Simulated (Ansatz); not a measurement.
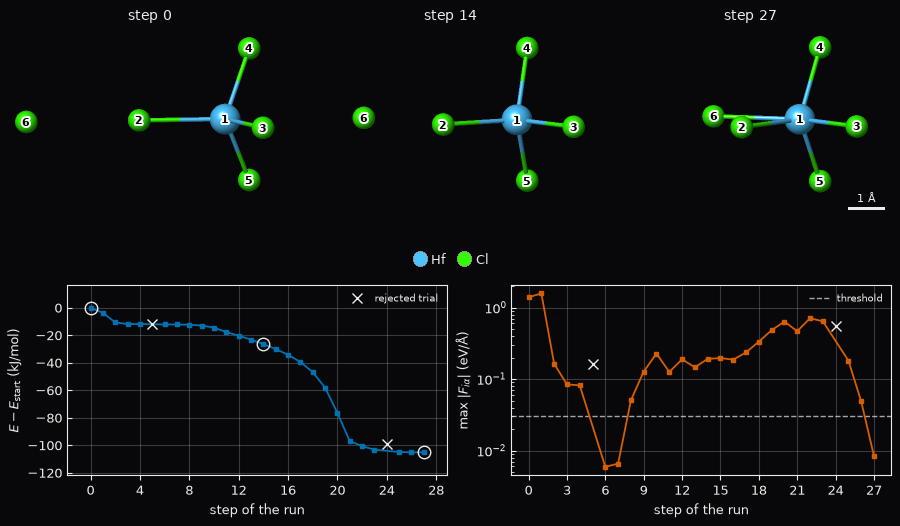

Frames of a relaxation of HfCl5 (multiplicity 2), marked on the history of the run. A ball-and-stick model, seen face on.

The run prepares an end point of a later path (reaction) calculation, from a guessed geometry.

Computed with UKS PBE/def2-SVP in Ansatz. Set-up: collinear spin; force threshold 0.03 eV/Å; at most 50 steps.

**Describe the path.**

Over 25 accepted moves (27 points after the start) the energy falls by 105.0 kJ/mol. The largest force component goes from 1.4 to 0.0084 eV/Å. The line search rejected the trial steps at points 5, 24 of the run. The forces were under the threshold at step 6, but the run went on from there. Cl6 moves most after the best rigid fit: 2.82 Å. Largest moves by element: Cl 2.82 Å, Hf 0.72 Å. Among the contacts that change: Hf1–Cl6 5.708 → 2.558 Å, Cl2–Cl6 3.235 → 2.705 Å, Hf1–Cl2 2.472 → 2.513 Å, Hf1–Cl3 2.331 → 2.366 Å. New bonds form, among them: Hf1–Cl6 (5.71 → 2.56 Å). Bond angles that change, for instance: Cl2–Hf1–Cl3 110.6° → 84.6°, Cl2–Hf1–Cl4 110.7° → 123.4°, Cl3–Hf1–Cl4 108.2° → 101.9°. Cost: 2.6 min on 4 threads of Arm Neoverse V1, on a shared host, peak memory 0.37 GiB. From step 0 to 14: Cl6 moves most (1.44 Å), energy −26.3 kJ/mol. From step 14 to 27: Cl6 moves most (1.41 Å), energy −78.7 kJ/mol.

| step | E − E(0), kJ/mol | largest force component, eV/Å | note |
| --- | --- | --- | --- |
| 0 | 0.00 | 1.3947 |  |
| 1 | -3.52 | 1.5780 |  |
| 2 | -10.59 | 0.1637 |  |
| 3 | -11.75 | 0.0844 |  |
| 4 | -11.75 | 0.0817 |  |
| 5 | -11.47 | 0.1633 | rejected |
| 6 | -12.07 | 0.0059 |  |
| 7 | -12.08 | 0.0066 |  |
| 8 | -12.26 | 0.0506 |  |
| 9 | -12.85 | 0.1274 |  |
| 10 | -14.34 | 0.2275 |  |
| 11 | -17.60 | 0.1258 |  |
| 12 | -20.17 | 0.1889 |  |
| 13 | -23.10 | 0.1462 |  |
| 14 | -26.34 | 0.1918 |  |
| 15 | -29.90 | 0.1968 |  |
| 16 | -34.09 | 0.1870 |  |
| 17 | -39.34 | 0.2365 |  |
| 18 | -46.69 | 0.3342 |  |
| 19 | -58.00 | 0.4830 |  |
| 20 | -76.31 | 0.6378 |  |
| 21 | -96.86 | 0.4672 |  |
| 22 | -100.46 | 0.7097 |  |
| 23 | -103.12 | 0.6434 |  |
| 24 | -98.85 | 0.5520 | rejected |
| 25 | -104.77 | 0.1817 |  |
| 26 | -105.01 | 0.0488 |  |
| 27 | -105.05 | 0.0084 |  |

Limits of the set-up: the start holds two separate molecules, 3.2 Å apart at their closest, whose relative position is a soft coordinate and is computed without a dispersion correction.
